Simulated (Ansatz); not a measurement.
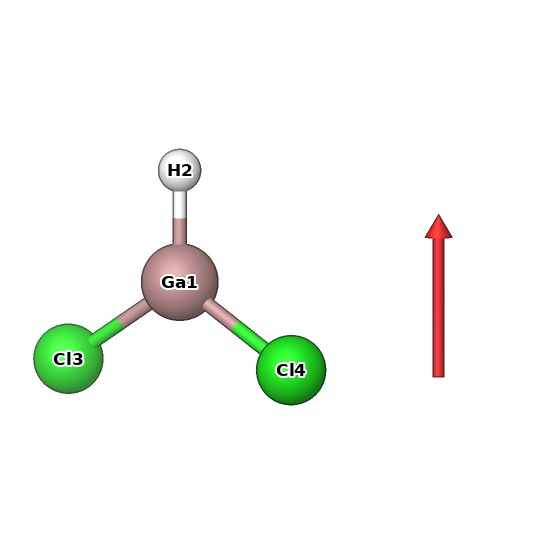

The arrow beside the molecule shows the direction of the dipole moment, from the negative to the positive end (its length means nothing). The geometry was computed by an optimisation with PBE0-D4/def2-TZVP. Level of theory: RKS PBE0-D4/def2-TZVP (Ansatz 0.2.0).

**Estimate the dipole moment.**

1.71 D; it points from the side of Cl3, Cl4 to the side of H2 (the outermost atoms at the two ends).
